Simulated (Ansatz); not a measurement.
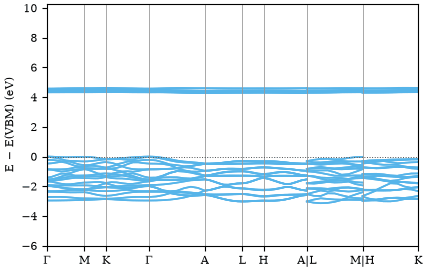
Figure: Band structure from r²SCAN with spin–orbit coupling in the plane-wave PAW code Ansatz

The gap is 4.28 eV; an edge lies off the plotted path or next to a special point (maximum at Γ, minimum on the Γ–A line, 96 % of the way from Γ).

The material is LaCl3 in space group P6_3/m (No. 176; La on 2c, Cl on 6h).

The workflow started from a Materials Project entry (that database holds measured and hypothetical structures alike); the Crystallography Open Database copy checked does not list it. Its standing as an ambient phase is unchecked. The cell was relaxed with r²SCAN under the symmetry of its start; its stability against distortions is not shown here.

Potentials: the later of the program's two PAW sets.
